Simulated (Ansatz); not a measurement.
Input

```
crystal:
  periodic: [false, false, false]
  atoms:
    - {symbol: Ga, position_ang: [-1.592176, 0.620800, 0.123794]}
    - {symbol: O, position_ang: [0.380411, -0.604476, -0.427726]}
    - {symbol: H, position_ang: [0.743581, -0.677278, -1.314186]}
    - {symbol: H, position_ang: [-0.598272, 0.917955, 1.468955]}
    - {symbol: H, position_ang: [1.066456, -0.257000, 0.149162]}
basis:
  gaussian: {orbitals: def2-TZVPP}
hamiltonian: {xc: pbe0, dispersion: d4}
output: {orbitals: {seedname: orbitals}}
```

Launched as:

```sh
ansatz run in.yaml --threads 2 --pin off --events-out ev --progress --plain --max-ram 4352MiB
```

The product side of a reaction path; geometry: PBE0-D4/def2-TZVP.

The calculation used RKS PBE0-D4/def2-TZVPP (Ansatz).

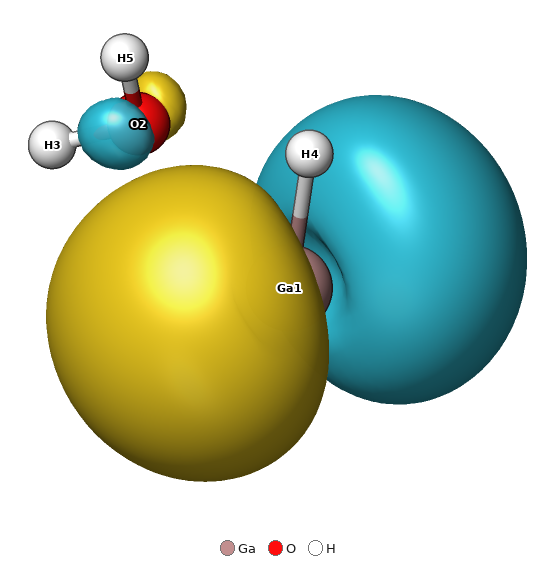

GaH···H2O. One frontier orbital at ±0.1 Å⁻³ᐟ² (yellow and cyan are the two phases), seen at an oblique angle.

Which orbital is it: HOMO or LUMO?

The LUMO, at −1.06 eV. It lies mainly on Ga1 (about 90 %).
